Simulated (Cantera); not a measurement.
Input: 1 mol Si, 0.48 mol H2O, 1.5 mol H2, held at 0.0705 Torr.

These are equilibrium values from Cantera (NASA tables, ideal gas, pure condensed phases), not measurements of a reactor. Candidate condensed phases: H2O, Si, SiO2; 18 gas species. Mutual solubility and eutectic melting of coexisting phases are not modelled. The tables hold silica as quartz up to 1696 K and as liquid above; real silica turns to tridymite and cristobalite and melts near 1996 K. Rates play no part.

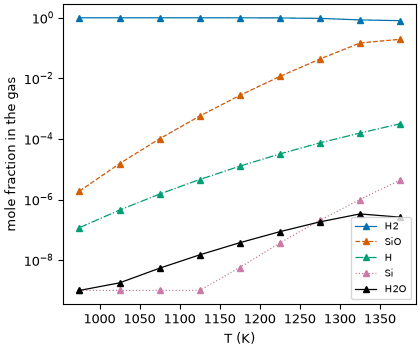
*Equilibrium gas composition (values under 1e-9 drawn at 1e-9)*

From 975 K to 1325 K the condensed part is Si(s) + SiO2(β-quartz). At 1375 K the condensed part is Si(s). The main Si-bearing gas is SiO throughout.
